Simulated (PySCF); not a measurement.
# What a change does: NMR shielding calculation on C4H7N

System: C4H7N (isobutyronitrile), SMILES CC(C)C#N.
Method of the first run: GIAO PBE0/STO-3G NMR shielding, non-relativistic, gas phase (PySCF 2.14.0).

The geometry comes from this level: PBE0-D3(BJ)/def2-SVP. Text and figures count atoms from 1; the logs count them from 0 in places.

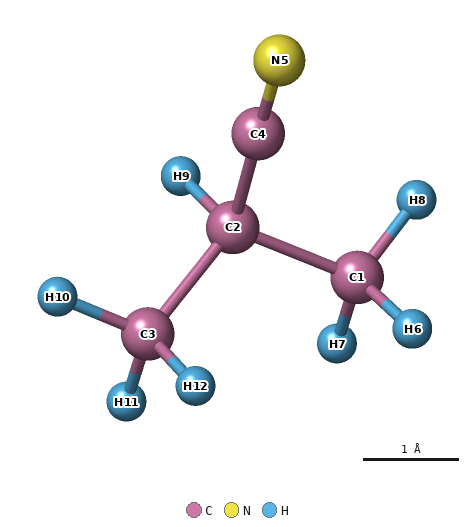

**Figure 1.** The structure as given in the input (ball-and-stick view, seen at a tilt; atoms are numbered from 1 in the order of the input). Bond lengths as drawn: C–C 1.47 to 1.53 Å, C–H 1.10 Å and C–N 1.16 Å.

Input file, the first run:
```
{"job": {"kind": "nmr", "xc": "PBE0", "basis": "STO-3G", "pop": true}, "charge": 0, "multiplicity": 1}
C      1.233496    -0.595494    -0.002049
C      0.035897     0.299115    -0.326437
C     -1.300336    -0.371281    -0.001061
C      0.151695     1.583767     0.369443
N      0.245759     2.590624     0.932809
H      1.252182    -0.848844     1.068554
H      1.165793    -1.531985    -0.575151
H      2.183391    -0.103345    -0.253552
H      0.056391     0.536467    -1.404689
H     -2.149967     0.272194    -0.269531
H     -1.389025    -1.314107    -0.560380
H     -1.369779    -0.599850     1.073053
```

The first line tells a small driver script what to run in PySCF; the rest is the geometry in Å.

Command:
```bash
OMP_NUM_THREADS=1 python <driver script> task.json out
```

Hardware: 1 CPU thread, shared host.

Output (the first run):
```
coarse grid: 9752 points
cycle   1  E = -208.4776370505  dE =  4.968e-01  |g| = 5.132e-01  |ddm| = 4.359e+00
cycle   2  E = -208.1963384356  dE =  2.813e-01  |g| = 1.141e+00  |ddm| = 1.630e+00
cycle   3  E = -208.5533383315  dE = -3.570e-01  |g| = 4.542e-02  |ddm| = 1.152e+00
cycle   4  E = -208.5539152611  dE = -5.769e-04  |g| = 1.508e-02  |ddm| = 7.460e-02
cycle   5  E = -208.5539821610  dE = -6.690e-05  |g| = 1.527e-03  |ddm| = 2.076e-02
cycle   6  E = -208.5539830003  dE = -8.393e-07  |g| = 5.205e-04  |ddm| = 2.864e-03
final grid: 93432 points
cycle   7  E = -208.5388886328  dE = -5.990e-06  |g| = 2.966e-03  |ddm| = 1.165e-02
cycle   8  E = -208.5388894742  dE = -8.415e-07  |g| = 2.525e-03  |ddm| = 6.929e-03
cycle   9  E = -208.5388912098  dE = -1.736e-06  |g| = 8.121e-04  |ddm| = 3.298e-03
cycle  10  E = -208.5388913764  dE = -1.666e-07  |g| = 3.040e-05  |ddm| = 7.685e-04
cycle  11  E = -208.5388913767  dE = -3.477e-10  |g| = 1.267e-05  |ddm| = 6.282e-05
converged SCF energy = -208.5388913767

GIAO shielding tensors (ppm)
atom      isotropic    diamagn.    paramagn.     s11        s22        s33       span
  0 C      212.507     244.149     -31.642    203.122    205.987    228.412     25.290
  1 C      206.627     242.119     -35.492    195.639    208.943    215.299     19.660
  2 C      212.512     244.203     -31.691    203.207    205.935    228.394     25.187
  3 C      141.037     266.223    -125.186     63.724     65.995    293.391    229.667
  4 N       72.354     320.899    -248.545    -47.451    -47.391    311.905    359.356
  5 H       31.396      30.663       0.734     26.967     29.014     38.208     11.241
  6 H       31.535      30.255       1.280     26.152     28.779     39.674     13.522
  7 H       31.222      29.661       1.561     26.089     28.512     39.065     12.976
  8 H       30.680      30.073       0.607     26.651     27.288     38.102     11.451
  9 H       31.225      29.688       1.537     26.109     28.479     39.086     12.977
 10 H       31.543      30.291       1.252     26.140     28.828     39.660     13.521
 11 H       31.394      30.681       0.713     26.963     29.011     38.208     11.245
```

The input of the second run differs as follows (lines with − go, lines with + come):
```diff
-"basis": "STO-3G"
+"basis": "def2-TZVP"
```

How does the second run compare with the first run?

The total energy of the second run is 1668.4 kcal/mol lower, which measures the change of basis and not a stability. The HOMO goes from −7.59 to −9.19 eV. The LUMO goes from 4.37 to 0.46 eV. The dipole moment goes from 3.19 to 4.15 D. Of all shieldings, the largest change is that of N5, by −97.7 ppm. The SCF takes 14 iterations against 11. The basis functions go from 32 to 197.

Output (the second run):
```
coarse grid: 9752 points
cycle   1  E = -211.1562474277  dE =  3.632e-01  |g| = 4.635e-01  |ddm| = 2.475e+00
cycle   2  E = -211.0299832706  dE =  1.263e-01  |g| = 9.036e-01  |ddm| = 1.532e+00
cycle   3  E = -211.2039615728  dE = -1.740e-01  |g| = 1.515e-01  |ddm| = 1.091e+00
cycle   4  E = -211.2090487132  dE = -5.087e-03  |g| = 3.890e-02  |ddm| = 1.112e-01
cycle   5  E = -211.2093887782  dE = -3.401e-04  |g| = 8.169e-03  |ddm| = 4.320e-02
cycle   6  E = -211.2094051427  dE = -1.636e-05  |g| = 1.122e-03  |ddm| = 9.326e-03
cycle   7  E = -211.2094054132  dE = -2.705e-07  |g| = 3.626e-04  |ddm| = 1.685e-03
final grid: 93432 points
cycle   8  E = -211.1976900401  dE = -5.188e-05  |g| = 6.457e-03  |ddm| = 7.974e-02
cycle   9  E = -211.1976880788  dE =  1.961e-06  |g| = 6.942e-03  |ddm| = 1.098e-02
cycle  10  E = -211.1976999399  dE = -1.186e-05  |g| = 9.182e-04  |ddm| = 5.068e-03
cycle  11  E = -211.1977000582  dE = -1.183e-07  |g| = 5.853e-04  |ddm| = 1.368e-03
cycle  12  E = -211.1977001264  dE = -6.822e-08  |g| = 1.191e-04  |ddm| = 4.433e-04
cycle  13  E = -211.1977001297  dE = -3.272e-09  |g| = 1.639e-05  |ddm| = 1.014e-04
cycle  14  E = -211.1977001298  dE = -5.980e-11  |g| = 3.460e-06  |ddm| = 1.716e-05
converged SCF energy = -211.1977001298

GIAO shielding tensors (ppm)
atom      isotropic    diamagn.    paramagn.     s11        s22        s33       span
  0 C      164.943     245.739     -80.796    150.277    157.710    186.844     36.567
  1 C      163.822     240.161     -76.339    153.703    164.914    172.847     19.144
  2 C      165.009     245.790     -80.780    150.544    157.635    186.849     36.304
  3 C       59.029     265.114    -206.085    -61.979    -55.775    294.841    356.819
  4 N      -25.311     330.743    -356.054   -186.495   -181.354    291.916    478.410
  5 H       30.357      29.973       0.384     27.308     28.619     35.143      7.835
  6 H       30.519      29.655       0.864     26.537     28.356     36.663     10.126
  7 H       30.025      29.175       0.850     26.008     27.874     36.193     10.185
  8 H       28.972      29.592      -0.620     26.160     26.609     34.146      7.986
  9 H       30.026      29.198       0.828     26.019     27.846     36.214     10.196
 10 H       30.529      29.688       0.841     26.526     28.408     36.652     10.126
 11 H       30.354      29.994       0.360     27.306     28.606     35.150      7.844
```

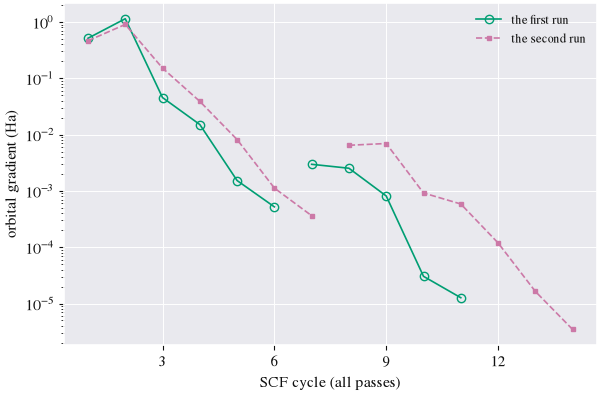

**Figure 2.** Convergence of the two runs: orbital gradient against the SCF cycle. A break in a curve parts two SCF passes (coarse and final grid). The first run takes 11 cycles in all, and the second run takes 14.

The two runs side by side:

```csv
quantity,the first run,the second run
outcome,converged,converged
total energy (hartree),−208.538891,−211.197700
HOMO (eV),−7.59,−9.19
LUMO (eV),4.37,0.46
dipole moment (D),3.19,4.15
shielding of C1 (ppm),212.5,164.9
shielding of C2 (ppm),206.6,163.8
shielding of C3 (ppm),212.5,165.0
shielding of C4 (ppm),141.0,59.0
shielding of N5 (ppm),72.4,−25.3
shielding of H9 (ppm),30.7,29.0
shielding of H10 (ppm),31.2,30.0
SCF iterations,11,14
basis functions,32,197
wall time (shared host),2 s,17 s
```
